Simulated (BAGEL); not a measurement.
# Si2H3ClF (SMILES F[Si]([SiH3])Cl): UHF/STO-3G (density fitting with qzvpp-jkfit)

Aim: the vertical ionisation energy of Si2H3ClF at UHF/STO-3G (density fitting with qzvpp-jkfit), from 2 runs. 

Program for the calculation: BAGEL 1.2.2.

3 further runs of the same task are left out: 1 that didn't finish, 2 set aside as unsound or not needed. Runs told in other sessions of the task aren't counted.

### Step 1. The structure to begin with

Si2H3ClF has 7 atoms, charge 0, and is taken as a doublet. SMILES: `F[Si]([SiH3])Cl`. The coordinates come from a PBE0-D4/def2-TZVP relaxation.

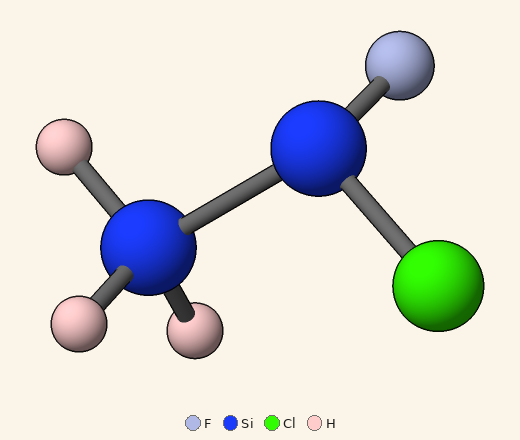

The structure, seen from a chosen angle (fluorine light blue, silicon blue, chlorine green, hydrogen pink).

### Step 2. The energy at UHF/STO-3G (density fitting with qzvpp-jkfit)

job.json reads:

```json
{ "bagel" : [

{
  "title" : "molecule",
  "basis" : "sto-3g",
  "df_basis" : "qzvpp-jkfit",
  "angstrom" : true,
  "geometry" : [
    { "atom" : "F", "xyz" : [      -0.397300,      -2.154200,       0.999100 ] },
    { "atom" : "Si", "xyz" : [      -1.049500,      -0.894500,       0.251900 ] },
    { "atom" : "Si", "xyz" : [       0.534200,       0.848100,       0.105900 ] },
    { "atom" : "Cl", "xyz" : [      -1.541500,      -1.516100,      -1.647200 ] },
    { "atom" : "H", "xyz" : [      -0.126400,       1.966500,      -0.612300 ] },
    { "atom" : "H", "xyz" : [       0.889700,       1.271000,       1.484000 ] },
    { "atom" : "H", "xyz" : [       1.752100,       0.411400,      -0.627000 ] }
  ]
},

{ "title" : "uhf", "nopen" : 1 },

{ "title" : "print", "file" : "orbitals.molden", "orbitals" : true }

]}
```

Command:

```
BAGEL_NUM_THREADS=1 BAGEL job.json > job.out
```

The program printed:

```text
* using 1 threads per process

  ===============================================================
  ===============================================================

  *** Geometry ***

  { "atom" : "F", "xyz" : [     -0.750788,     -4.070848,      1.888025 ] },
  { "atom" : "Si", "xyz" : [     -1.983268,     -1.690360,      0.476022 ] },
  { "atom" : "Si", "xyz" : [      1.009492,      1.602677,      0.200122 ] },
  { "atom" : "Cl", "xyz" : [     -2.913013,     -2.865014,     -3.112757 ] },
  { "atom" : "H", "xyz" : [     -0.238861,      3.716146,     -1.157079 ] },
  { "atom" : "H", "xyz" : [      1.681289,      2.401842,      2.804354 ] },
  { "atom" : "H", "xyz" : [      3.310989,      0.777433,     -1.184858 ] },

  Number of auxiliary basis functions:      515

  Since a DF basis is specified, we compute 2- and 3-index integrals:
    o Being stored without compression. Storage requirement is 0.005 GB

  Number of basis functions:       35
  Number of electrons      :       57

    * METHOD: MOLECULE                             0.21

  *** Open-shell HF ***

  === Nuclear Repulsion ===
   262.2624644897

      * DIIS with orbital gradients will be used.

  === UHF iteration (sto-3g) ===
      0      -1125.51830325          0.02304818           0.08
      1      -1125.60456843          0.00619588           0.07
      2      -1125.61271650          0.00225377           0.07
      3      -1125.61423555          0.00107673           0.08
      4      -1125.61512704          0.00024873           0.08
      5      -1125.61521915          0.00005818           0.08
      6      -1125.61523185          0.00002120           0.07
      7      -1125.61523477          0.00000864           0.08
      8      -1125.61523524          0.00000284           0.08
      9      -1125.61523529          0.00000045           0.08
     10      -1125.61523529          0.00000023           0.08
     11      -1125.61523530          0.00000010           0.07
     12      -1125.61523530          0.00000004           0.08
     13      -1125.61523530          0.00000002           0.07
     14      -1125.61523530          0.00000001           0.08
    * SCF iteration converged.

    * S^2 (UHF) is 0.7541

    * Permanent dipole moment:
           (   -0.162095,    -0.808585,    -1.000422) a.u.

    * METHOD: UHF                                  1.25

    * METHOD: PRINT                                0.00

  ===============================================================
```

Run time: 1.6 s. Hardware: 1 thread of Arm Neoverse V1, shared host.

### Step 3. The singlet cation

hf.json reads:

```json
{ "bagel" : [

{
  "title" : "molecule",
  "basis" : "sto-3g",
  "df_basis" : "qzvpp-jkfit",
  "angstrom" : "true",
  "geometry" : [
    { "atom" : "F", "xyz" : [   -0.397300,   -2.154200,    0.999100 ] },
    { "atom" : "Si", "xyz" : [   -1.049500,   -0.894500,    0.251900 ] },
    { "atom" : "Si", "xyz" : [    0.534200,    0.848100,    0.105900 ] },
    { "atom" : "Cl", "xyz" : [   -1.541500,   -1.516100,   -1.647200 ] },
    { "atom" : "H", "xyz" : [   -0.126400,    1.966500,   -0.612300 ] },
    { "atom" : "H", "xyz" : [    0.889700,    1.271000,    1.484000 ] },
    { "atom" : "H", "xyz" : [    1.752100,    0.411400,   -0.627000 ] }
  ]
},
{ "title" : "hf", "charge" : 1 },
{ "title" : "print", "file" : "orbitals.molden", "orbitals" : "true" }

]}
```

Command:

```
BAGEL_NUM_THREADS=1 BAGEL hf.json > hf.out
```

The program printed:

```text
* using 1 threads per process

  ===============================================================
  ===============================================================

  *** Geometry ***

  { "atom" : "F", "xyz" : [     -0.750788,     -4.070848,      1.888025 ] },
  { "atom" : "Si", "xyz" : [     -1.983268,     -1.690360,      0.476022 ] },
  { "atom" : "Si", "xyz" : [      1.009492,      1.602677,      0.200122 ] },
  { "atom" : "Cl", "xyz" : [     -2.913013,     -2.865014,     -3.112757 ] },
  { "atom" : "H", "xyz" : [     -0.238861,      3.716146,     -1.157079 ] },
  { "atom" : "H", "xyz" : [      1.681289,      2.401842,      2.804354 ] },
  { "atom" : "H", "xyz" : [      3.310989,      0.777433,     -1.184858 ] },

  Number of auxiliary basis functions:      515

  Since a DF basis is specified, we compute 2- and 3-index integrals:
    o Being stored without compression. Storage requirement is 0.005 GB

  Number of basis functions:       35
  Number of electrons      :       57

    * METHOD: MOLECULE                             0.21

  *** RHF ***

  === Nuclear Repulsion ===
   262.2624644897

      * DIIS with orbital gradients will be used.

  === RHF iteration (sto-3g) ===
      0      -1125.23364171          0.01703268           0.04
      1      -1125.37670578          0.00778183           0.04
      2      -1125.39857346          0.00115382           0.04
      3      -1125.39964082          0.00045999           0.04
      4      -1125.39992488          0.00016136           0.04
      5      -1125.39996285          0.00003962           0.04
      6      -1125.39996475          0.00001043           0.04
      7      -1125.39996487          0.00000396           0.04
      8      -1125.39996489          0.00000121           0.04
      9      -1125.39996489          0.00000033           0.04
     10      -1125.39996490          0.00000011           0.04
     11      -1125.39996490          0.00000004           0.04
     12      -1125.39996490          0.00000001           0.04
     13      -1125.39996490          0.00000000           0.04
    * SCF iteration converged.

    * Permanent dipole moment:
           (    0.013689,    -1.118131,    -1.420695) a.u.

    * METHOD: HF                                   0.66

    * METHOD: PRINT                                0.01

  ===============================================================
```

It took 1 s on 1 thread of Arm Neoverse V1, shared host.

### Step 4. Summary of results

Level: UHF/STO-3G (density fitting with qzvpp-jkfit).

| quantity | value |
| --- | --- |
| doublet Si2H3ClF: total energy | -1125.61524 Eh |
| doublet Si2H3ClF: dipole moment | 3.30 D |
| doublet Si2H3ClF: ⟨S²⟩ | 0.754 |
| singlet cation: total energy | -1125.39996 Eh |
| singlet cation: HOMO energy | -15.92 eV |
| singlet cation: LUMO energy | -4.99 eV |
| singlet cation: HOMO–LUMO gap | 10.93 eV |
| vertical ionisation energy (to the singlet cation) | 5.858 eV |

The vertical ionisation energy comes to 5.86 eV (135 kcal/mol). In a minimal basis such a difference can be off by several eV, whatever the method.
